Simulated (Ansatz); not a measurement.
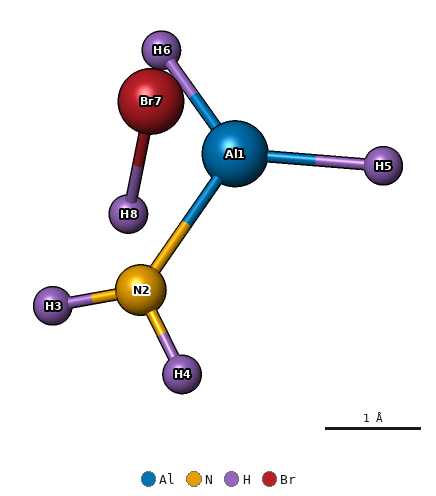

The starting structure (ball-and-stick view, seen at a tilt; atoms are numbered from 1 in the order of the input). Sticks mark near contacts. Bond lengths as drawn: Al–H 1.57 Å, Al–N 1.85 Å, Br–H 1.54 Å and H–N 1.01 Å.

## Run report: AlNH5Br, molecular dynamics (part 1 of 3)

The run: molecular dynamics of AlNH5Br. Method and program: RHF/def2-SVP (Ansatz 0.2.0).

It belongs to a series of runs on one base structure; here: dynamics from the highest image of the converged band. Figures and captions count atoms from 1; the log counts them from 0 in places.

**The program's output**
```
Engine: ansatz 0.2.0, aarch64-unknown-linux-gnu
Functional definition: HF
  exchange = exact_x
  correlation = 0
930 factors; integrals over basis functions are off by at most 3.6e-4 eV
mean field evaluation 1: about -78129.5593 eV, gradient 2.8e1 eV
mean field evaluation 2: about -78129.5930 eV, gradient 2.8e1 eV
mean field evaluation 4: about -78131.5226 eV, gradient 2.5e0 eV
mean field evaluation 8: about -78131.5473 eV, gradient 1.6e-1 eV
mean field -78131.54744671 eV, -2871.2814092015 hartree, gradient 1.2e-5 eV, S^2 0.000000; 0 other end points of the search recorded, 0 dependent functions left out
the calculation of the forces begins
reference -78131.54744671 eV, -2871.2814092015 hartree; 30, 30 occupied and 59, 59 virtual orbitals, 930 factors
md step     0: t =     0.00 fs  T =   300.0 K  F+E_penalty+E_count = -78131.54744671 eV  E_kin = 0.232668 eV  conserved = -78131.31477871 eV  (33 SCF iters)
these checks for a lower state are left out or cut short: starts, cluster_reference, orbital_swaps, neighbouring_geometries, increment
930 factors; integrals over basis functions are off by at most 3.7e-4 eV
mean field evaluation 16: about -78131.5416 eV, gradient 1.3e-4 eV
mean field -78131.54156836 eV, -2871.2811931762 hartree, gradient 1.2e-5 eV, S^2 0.000000; 0 other end points of the search recorded, 0 dependent functions left out
the calculation of the forces begins
reference -78131.54156836 eV, -2871.2811931762 hartree; 30, 30 occupied and 59, 59 virtual orbitals, 930 factors
md step     1: t =     0.50 fs  T =   292.5 K  F+E_penalty+E_count = -78131.54156836 eV  E_kin = 0.226860 eV  conserved = -78131.31470863 eV  (32 SCF iters)
[... from here on the SCF iterations and repeated set-up lines of each step are left out, up to the last step ...]
md step     2: t =     1.00 fs  T =   272.4 K  F+E_penalty+E_count = -78131.52569185 eV  E_kin = 0.211232 eV  conserved = -78131.31445945 eV  (26 SCF iters)
md step     3: t =     1.50 fs  T =   244.5 K  F+E_penalty+E_count = -78131.50378689 eV  E_kin = 0.189655 eV  conserved = -78131.31413233 eV  (26 SCF iters)
md step     4: t =     2.00 fs  T =   215.5 K  F+E_penalty+E_count = -78131.48098343 eV  E_kin = 0.167112 eV  conserved = -78131.31387133 eV  (25 SCF iters)
md step     5: t =     2.50 fs  T =   190.3 K  F+E_penalty+E_count = -78131.46138958 eV  E_kin = 0.147618 eV  conserved = -78131.31377157 eV  (25 SCF iters)
md step     6: t =     3.00 fs  T =   171.3 K  F+E_penalty+E_count = -78131.44666963 eV  E_kin = 0.132853 eV  conserved = -78131.31381676 eV  (25 SCF iters)
md step     7: t =     3.50 fs  T =   157.7 K  F+E_penalty+E_count = -78131.43625202 eV  E_kin = 0.122340 eV  conserved = -78131.31391218 eV  (25 SCF iters)
md step     8: t =     4.00 fs  T =   148.0 K  F+E_penalty+E_count = -78131.42872833 eV  E_kin = 0.114761 eV  conserved = -78131.31396755 eV  (25 SCF iters)
md step     9: t =     4.50 fs  T =   140.9 K  F+E_penalty+E_count = -78131.42323195 eV  E_kin = 0.109278 eV  conserved = -78131.31395379 eV  (25 SCF iters)
md step    10: t =     5.00 fs  T =   136.7 K  F+E_penalty+E_count = -78131.41992872 eV  E_kin = 0.106029 eV  conserved = -78131.31389978 eV  (25 SCF iters)
md step    11: t =     5.50 fs  T =   136.4 K  F+E_penalty+E_count = -78131.41961085 eV  E_kin = 0.105754 eV  conserved = -78131.31385707 eV  (25 SCF iters)
md step    12: t =     6.00 fs  T =   140.6 K  F+E_penalty+E_count = -78131.42290146 eV  E_kin = 0.109032 eV  conserved = -78131.31386930 eV  (25 SCF iters)
md step    13: t =     6.50 fs  T =   149.1 K  F+E_penalty+E_count = -78131.42956113 eV  E_kin = 0.115606 eV  conserved = -78131.31395469 eV  (25 SCF iters)
md step    14: t =     7.00 fs  T =   160.0 K  F+E_penalty+E_count = -78131.43816525 eV  E_kin = 0.124059 eV  conserved = -78131.31410672 eV  (24 SCF iters)
md step    15: t =     7.50 fs  T =   170.1 K  F+E_penalty+E_count = -78131.44621410 eV  E_kin = 0.131922 eV  conserved = -78131.31429230 eV  (26 SCF iters)
md step    16: t =     8.00 fs  T =   175.7 K  F+E_penalty+E_count = -78131.45068765 eV  E_kin = 0.136234 eV  conserved = -78131.31445344 eV  (26 SCF iters)
md step    17: t =     8.50 fs  T =   173.4 K  F+E_penalty+E_count = -78131.44899640 eV  E_kin = 0.134479 eV  conserved = -78131.31451693 eV  (26 SCF iters)
md step    18: t =     9.00 fs  T =   162.1 K  F+E_penalty+E_count = -78131.44013872 eV  E_kin = 0.125716 eV  conserved = -78131.31442256 eV  (26 SCF iters)
md step    19: t =     9.50 fs  T =   143.7 K  F+E_penalty+E_count = -78131.42560773 eV  E_kin = 0.111442 eV  conserved = -78131.31416588 eV  (26 SCF iters)
md step    20: t =    10.00 fs  T =   123.2 K  F+E_penalty+E_count = -78131.40939654 eV  E_kin = 0.095567 eV  conserved = -78131.31382937 eV  (26 SCF iters)
md step    21: t =    10.50 fs  T =   107.2 K  F+E_penalty+E_count = -78131.39668207 eV  E_kin = 0.083124 eV  conserved = -78131.31355814 eV  (26 SCF iters)
md step    22: t =    11.00 fs  T =   100.7 K  F+E_penalty+E_count = -78131.39160781 eV  E_kin = 0.078137 eV  conserved = -78131.31347101 eV  (26 SCF iters)
md step    23: t =    11.50 fs  T =   105.6 K  F+E_penalty+E_count = -78131.39549088 eV  E_kin = 0.081916 eV  conserved = -78131.31357488 eV  (26 SCF iters)
md step    24: t =    12.00 fs  T =   119.8 K  F+E_penalty+E_count = -78131.40671278 eV  E_kin = 0.092950 eV  conserved = -78131.31376273 eV  (26 SCF iters)
md step    25: t =    12.50 fs  T =   139.8 K  F+E_penalty+E_count = -78131.42231805 eV  E_kin = 0.108421 eV  conserved = -78131.31389755 eV  (35 SCF iters)
md step    26: t =    13.00 fs  T =   162.7 K  F+E_penalty+E_count = -78131.44008878 eV  E_kin = 0.126185 eV  conserved = -78131.31390347 eV  (32 SCF iters)
md step    27: t =    13.50 fs  T =   188.2 K  F+E_penalty+E_count = -78131.45976362 eV  E_kin = 0.145975 eV  conserved = -78131.31378837 eV  (32 SCF iters)
md step    28: t =    14.00 fs  T =   218.4 K  F+E_penalty+E_count = -78131.48298649 eV  E_kin = 0.169374 eV  conserved = -78131.31361285 eV  (32 SCF iters)
md step    29: t =    14.50 fs  T =   256.6 K  F+E_penalty+E_count = -78131.51241871 eV  E_kin = 0.198976 eV  conserved = -78131.31344279 eV  (32 SCF iters)
md step    30: t =    15.00 fs  T =   306.1 K  F+E_penalty+E_count = -78131.55071535 eV  E_kin = 0.237395 eV  conserved = -78131.31332055 eV  (31 SCF iters)
md step    31: t =    15.50 fs  T =   369.5 K  F+E_penalty+E_count = -78131.59985222 eV  E_kin = 0.286595 eV  conserved = -78131.31325764 eV  (30 SCF iters)
md step    32: t =    16.00 fs  T =   448.4 K  F+E_penalty+E_count = -78131.66096629 eV  E_kin = 0.347726 eV  conserved = -78131.31324000 eV  (30 SCF iters)
md step    33: t =    16.50 fs  T =   543.3 K  F+E_penalty+E_count = -78131.73461292 eV  E_kin = 0.421355 eV  conserved = -78131.31325773 eV  (31 SCF iters)
md step    34: t =    17.00 fs  T =   654.6 K  F+E_penalty+E_count = -78131.82103884 eV  E_kin = 0.507683 eV  conserved = -78131.31335581 eV  (31 SCF iters)
md step    35: t =    17.50 fs  T =   781.3 K  F+E_penalty+E_count = -78131.91968187 eV  E_kin = 0.605953 eV  conserved = -78131.31372841 eV  (31 SCF iters)
md step    36: t =    18.00 fs  T =   917.7 K  F+E_penalty+E_count = -78132.02656385 eV  E_kin = 0.711740 eV  conserved = -78131.31482410 eV  (31 SCF iters)
md step    37: t =    18.50 fs  T =  1045.5 K  F+E_penalty+E_count = -78132.12819915 eV  E_kin = 0.810866 eV  conserved = -78131.31733310 eV  (31 SCF iters)
md step    38: t =    19.00 fs  T =  1123.3 K  F+E_penalty+E_count = -78132.19284636 eV  E_kin = 0.871187 eV  conserved = -78131.32165941 eV  (31 SCF iters)
md step    39: t =    19.50 fs  T =  1085.1 K  F+E_penalty+E_count = -78132.16791145 eV  E_kin = 0.841579 eV  conserved = -78131.32633212 eV  (31 SCF iters)
md step    40: t =    20.00 fs  T =   877.5 K  F+E_penalty+E_count = -78132.00665316 eV  E_kin = 0.680576 eV  conserved = -78131.32607750 eV  (29 SCF iters)
md step    41: t =    20.50 fs  T =   553.5 K  F+E_penalty+E_count = -78131.74465317 eV  E_kin = 0.429308 eV  conserved = -78131.31534468 eV  (29 SCF iters)
md step    42: t =    21.00 fs  T =   333.3 K  F+E_penalty+E_count = -78131.56058418 eV  E_kin = 0.258464 eV  conserved = -78131.30211991 eV  (29 SCF iters)
md step    43: t =    21.50 fs  T =   438.4 K  F+E_penalty+E_count = -78131.64512018 eV  E_kin = 0.340021 eV  conserved = -78131.30509908 eV  (30 SCF iters)
md step    44: t =    22.00 fs  T =   819.3 K  F+E_penalty+E_count = -78131.95574817 eV  E_kin = 0.635426 eV  conserved = -78131.32032241 eV  (29 SCF iters)
md step    45: t =    22.50 fs  T =  1210.2 K  F+E_penalty+E_count = -78132.26745187 eV  E_kin = 0.938559 eV  conserved = -78131.32889289 eV  (31 SCF iters)
md step    46: t =    23.00 fs  T =  1419.7 K  F+E_penalty+E_count = -78132.42847058 eV  E_kin = 1.101079 eV  conserved = -78131.32739155 eV  (30 SCF iters)
md step    47: t =    23.50 fs  T =  1431.0 K  F+E_penalty+E_count = -78132.43208414 eV  E_kin = 1.109815 eV  conserved = -78131.32226956 eV  (30 SCF iters)
md step    48: t =    24.00 fs  T =  1314.1 K  F+E_penalty+E_count = -78132.33706123 eV  E_kin = 1.019166 eV  conserved = -78131.31789506 eV  (34 SCF iters)
md step    49: t =    24.50 fs  T =  1142.2 K  F+E_penalty+E_count = -78132.20107273 eV  E_kin = 0.885827 eV  conserved = -78131.31524558 eV  (31 SCF iters)
md step    50: t =    25.00 fs  T =   963.3 K  F+E_penalty+E_count = -78132.06103226 eV  E_kin = 0.747121 eV  conserved = -78131.31391166 eV  (30 SCF iters)
md step    51: t =    25.50 fs  T =   803.1 K  F+E_penalty+E_count = -78131.93614833 eV  E_kin = 0.622843 eV  conserved = -78131.31330581 eV  (30 SCF iters)
md step    52: t =    26.00 fs  T =   673.6 K  F+E_penalty+E_count = -78131.83542187 eV  E_kin = 0.522414 eV  conserved = -78131.31300831 eV  (31 SCF iters)
md step    53: t =    26.50 fs  T =   581.1 K  F+E_penalty+E_count = -78131.76346530 eV  E_kin = 0.450682 eV  conserved = -78131.31278293 eV  (31 SCF iters)
md step    54: t =    27.00 fs  T =   530.4 K  F+E_penalty+E_count = -78131.72389175 eV  E_kin = 0.411367 eV  conserved = -78131.31252426 eV  (25 SCF iters)
md step    55: t =    27.50 fs  T =   526.9 K  F+E_penalty+E_count = -78131.72083517 eV  E_kin = 0.408617 eV  conserved = -78131.31221797 eV  (25 SCF iters)
md step    56: t =    28.00 fs  T =   576.6 K  F+E_penalty+E_count = -78131.75913250 eV  E_kin = 0.447211 eV  conserved = -78131.31192183 eV  (26 SCF iters)
md step    57: t =    28.50 fs  T =   685.5 K  F+E_penalty+E_count = -78131.84344261 eV  E_kin = 0.531673 eV  conserved = -78131.31176951 eV  (32 SCF iters)
md step    58: t =    29.00 fs  T =   856.5 K  F+E_penalty+E_count = -78131.97624998 eV  E_kin = 0.664236 eV  conserved = -78131.31201426 eV  (31 SCF iters)
md step    59: t =    29.50 fs  T =  1084.4 K  F+E_penalty+E_count = -78132.15415642 eV  E_kin = 0.841032 eV  conserved = -78131.31312488 eV  (31 SCF iters)
md step    60: t =    30.00 fs  T =  1347.8 K  F+E_penalty+E_count = -78132.36120474 eV  E_kin = 1.045316 eV  conserved = -78131.31588852 eV  (31 SCF iters)
md step    61: t =    30.50 fs  T =  1595.0 K  F+E_penalty+E_count = -78132.55826571 eV  E_kin = 1.237009 eV  conserved = -78131.32125665 eV  (31 SCF iters)
md step    62: t =    31.00 fs  T =  1731.8 K  F+E_penalty+E_count = -78132.67224364 eV  E_kin = 1.343101 eV  conserved = -78131.32914257 eV  (31 SCF iters)
md step    63: t =    31.50 fs  T =  1637.8 K  F+E_penalty+E_count = -78132.60525457 eV  E_kin = 1.270189 eV  conserved = -78131.33506574 eV  (31 SCF iters)
md step    64: t =    32.00 fs  T =  1266.9 K  F+E_penalty+E_count = -78132.31046026 eV  E_kin = 0.982577 eV  conserved = -78131.32788283 eV  (31 SCF iters)
md step    65: t =    32.50 fs  T =   821.8 K  F+E_penalty+E_count = -78131.94223586 eV  E_kin = 0.637327 eV  conserved = -78131.30490931 eV  (29 SCF iters)
md step    66: t =    33.00 fs  T =   709.2 K  F+E_penalty+E_count = -78131.84581955 eV  E_kin = 0.550047 eV  conserved = -78131.29577264 eV  (31 SCF iters)
md step    67: t =    33.50 fs  T =  1070.3 K  F+E_penalty+E_count = -78132.14643014 eV  E_kin = 0.830070 eV  conserved = -78131.31635975 eV  (30 SCF iters)
md step    68: t =    34.00 fs  T =  1572.0 K  F+E_penalty+E_count = -78132.55360915 eV  E_kin = 1.219219 eV  conserved = -78131.33439013 eV  (31 SCF iters)
md step    69: t =    34.50 fs  T =  1854.6 K  F+E_penalty+E_count = -78132.77274405 eV  E_kin = 1.438333 eV  conserved = -78131.33441064 eV  (30 SCF iters)
md step    70: t =    35.00 fs  T =  1842.7 K  F+E_penalty+E_count = -78132.75560311 eV  E_kin = 1.429097 eV  conserved = -78131.32650649 eV  (30 SCF iters)
md step    71: t =    35.50 fs  T =  1640.3 K  F+E_penalty+E_count = -78132.59140763 eV  E_kin = 1.272144 eV  conserved = -78131.31926342 eV  (33 SCF iters)
md step    72: t =    36.00 fs  T =  1371.4 K  F+E_penalty+E_count = -78132.37837118 eV  E_kin = 1.063604 eV  conserved = -78131.31476695 eV  (31 SCF iters)
md step    73: t =    36.50 fs  T =  1121.3 K  F+E_penalty+E_count = -78132.18207646 eV  E_kin = 0.869615 eV  conserved = -78131.31246119 eV  (30 SCF iters)
md step    74: t =    37.00 fs  T =   936.6 K  F+E_penalty+E_count = -78132.03780723 eV  E_kin = 0.726362 eV  conserved = -78131.31144479 eV  (31 SCF iters)
md step    75: t =    37.50 fs  T =   839.1 K  F+E_penalty+E_count = -78131.96181014 eV  E_kin = 0.650739 eV  conserved = -78131.31107066 eV  (32 SCF iters)
md step    76: t =    38.00 fs  T =   837.2 K  F+E_penalty+E_count = -78131.96032710 eV  E_kin = 0.649330 eV  conserved = -78131.31099732 eV  (26 SCF iters)
md step    77: t =    38.50 fs  T =   932.8 K  F+E_penalty+E_count = -78132.03457086 eV  E_kin = 0.723406 eV  conserved = -78131.31116449 eV  (26 SCF iters)
md step    78: t =    39.00 fs  T =  1121.6 K  F+E_penalty+E_count = -78132.18164538 eV  E_kin = 0.869851 eV  conserved = -78131.31179396 eV  (31 SCF iters)
md step    79: t =    39.50 fs  T =  1389.8 K  F+E_penalty+E_count = -78132.39130649 eV  E_kin = 1.077874 eV  conserved = -78131.31343235 eV  (32 SCF iters)
md step    80: t =    40.00 fs  T =  1703.5 K  F+E_penalty+E_count = -78132.63814627 eV  E_kin = 1.321168 eV  conserved = -78131.31697852 eV  (31 SCF iters)
md step    81: t =    40.50 fs  T =  1993.5 K  F+E_penalty+E_count = -78132.86949800 eV  E_kin = 1.546072 eV  conserved = -78131.32342584 eV  (31 SCF iters)
md step    82: t =    41.00 fs  T =  2143.6 K  F+E_penalty+E_count = -78132.99484298 eV  E_kin = 1.662470 eV  conserved = -78131.33237274 eV  (31 SCF iters)
md step    83: t =    41.50 fs  T =  2016.2 K  F+E_penalty+E_count = -78132.90169047 eV  E_kin = 1.563663 eV  conserved = -78131.33802782 eV  (30 SCF iters)
md step    84: t =    42.00 fs  T =  1579.3 K  F+E_penalty+E_count = -78132.55224290 eV  E_kin = 1.224816 eV  conserved = -78131.32742681 eV  (29 SCF iters)
md step    85: t =    42.50 fs  T =  1098.9 K  F+E_penalty+E_count = -78132.15333506 eV  E_kin = 0.852252 eV  conserved = -78131.30108293 eV  (30 SCF iters)
md step    86: t =    43.00 fs  T =  1027.3 K  F+E_penalty+E_count = -78132.09258018 eV  E_kin = 0.796762 eV  conserved = -78131.29581867 eV  (25 SCF iters)
md step    87: t =    43.50 fs  T =  1446.6 K  F+E_penalty+E_count = -78132.44243068 eV  E_kin = 1.121894 eV  conserved = -78131.32053625 eV  (30 SCF iters)
md step    88: t =    44.00 fs  T =  1952.5 K  F+E_penalty+E_count = -78132.85084570 eV  E_kin = 1.514265 eV  conserved = -78131.33658091 eV  (29 SCF iters)
md step    89: t =    44.50 fs  T =  2200.6 K  F+E_penalty+E_count = -78133.04052485 eV  E_kin = 1.706712 eV  conserved = -78131.33381328 eV  (29 SCF iters)
md step    90: t =    45.00 fs  T =  2161.7 K  F+E_penalty+E_count = -78133.00153619 eV  E_kin = 1.676525 eV  conserved = -78131.32501099 eV  (30 SCF iters)
md step    91: t =    45.50 fs  T =  1960.8 K  F+E_penalty+E_count = -78132.83879050 eV  E_kin = 1.520720 eV  conserved = -78131.31807053 eV  (31 SCF iters)
md step    92: t =    46.00 fs  T =  1719.8 K  F+E_penalty+E_count = -78132.64804811 eV  E_kin = 1.333846 eV  conserved = -78131.31420182 eV  (31 SCF iters)
md step    93: t =    46.50 fs  T =  1513.8 K  F+E_penalty+E_count = -78132.48645713 eV  E_kin = 1.174067 eV  conserved = -78131.31238991 eV  (30 SCF iters)
md step    94: t =    47.00 fs  T =  1380.4 K  F+E_penalty+E_count = -78132.38215719 eV  E_kin = 1.070582 eV  conserved = -78131.31157530 eV  (34 SCF iters)
md step    95: t =    47.50 fs  T =  1337.2 K  F+E_penalty+E_count = -78132.34828206 eV  E_kin = 1.037104 eV  conserved = -78131.31117846 eV  (32 SCF iters)
md step    96: t =    48.00 fs  T =  1392.7 K  F+E_penalty+E_count = -78132.39119820 eV  E_kin = 1.080129 eV  conserved = -78131.31106892 eV  (25 SCF iters)
md step    97: t =    48.50 fs  T =  1548.5 K  F+E_penalty+E_count = -78132.51239978 eV  E_kin = 1.200958 eV  conserved = -78131.31144216 eV  (32 SCF iters)
md step    98: t =    49.00 fs  T =  1795.9 K  F+E_penalty+E_count = -78132.70556984 eV  E_kin = 1.392798 eV  conserved = -78131.31277171 eV  (32 SCF iters)
md step    99: t =    49.50 fs  T =  2106.6 K  F+E_penalty+E_count = -78132.94965784 eV  E_kin = 1.633824 eV  conserved = -78131.31583339 eV  (30 SCF iters)
md step   100: t =    50.00 fs  T =  2419.7 K  F+E_penalty+E_count = -78133.19822501 eV  E_kin = 1.876640 eV  conserved = -78131.32158538 eV  (31 SCF iters)
md step   101: t =    50.50 fs  T =  2628.2 K  F+E_penalty+E_count = -78133.36846236 eV  E_kin = 2.038321 eV  conserved = -78131.33014149 eV  (31 SCF iters)
md step   102: t =    51.00 fs  T =  2592.4 K  F+E_penalty+E_count = -78133.34798026 eV  E_kin = 2.010526 eV  conserved = -78131.33745469 eV  (30 SCF iters)
md step   103: t =    51.50 fs  T =  2237.2 K  F+E_penalty+E_count = -78133.06701955 eV  E_kin = 1.735114 eV  conserved = -78131.33190545 eV  (29 SCF iters)
md step   104: t =    52.00 fs  T =  1744.5 K  F+E_penalty+E_count = -78132.66069065 eV  E_kin = 1.352996 eV  conserved = -78131.30769447 eV  (30 SCF iters)
md step   105: t =    52.50 fs  T =  1553.3 K  F+E_penalty+E_count = -78132.49907007 eV  E_kin = 1.204715 eV  conserved = -78131.29435515 eV  (30 SCF iters)
md step   106: t =    53.00 fs  T =  1873.0 K  F+E_penalty+E_count = -78132.76688227 eV  E_kin = 1.452604 eV  conserved = -78131.31427861 eV  (29 SCF iters)
md step   107: t =    53.50 fs  T =  2388.3 K  F+E_penalty+E_count = -78133.18638927 eV  E_kin = 1.852267 eV  conserved = -78131.33412267 eV  (28 SCF iters)
md step   108: t =    54.00 fs  T =  2711.1 K  F+E_penalty+E_count = -78133.43735970 eV  E_kin = 2.102592 eV  conserved = -78131.33476732 eV  (28 SCF iters)
md step   109: t =    54.50 fs  T =  2747.5 K  F+E_penalty+E_count = -78133.45781716 eV  E_kin = 2.130849 eV  conserved = -78131.32696865 eV  (29 SCF iters)
md step   110: t =    55.00 fs  T =  2594.5 K  F+E_penalty+E_count = -78133.33240940 eV  E_kin = 2.012201 eV  conserved = -78131.32020798 eV  (31 SCF iters)
md step   111: t =    55.50 fs  T =  2366.1 K  F+E_penalty+E_count = -78133.15133738 eV  E_kin = 1.835029 eV  conserved = -78131.31630853 eV  (30 SCF iters)
md step   112: t =    56.00 fs  T =  2136.3 K  F+E_penalty+E_count = -78132.97105009 eV  E_kin = 1.656857 eV  conserved = -78131.31419332 eV  (31 SCF iters)
md step   113: t =    56.50 fs  T =  1948.2 K  F+E_penalty+E_count = -78132.82371846 eV  E_kin = 1.510912 eV  conserved = -78131.31280660 eV  (31 SCF iters)
```
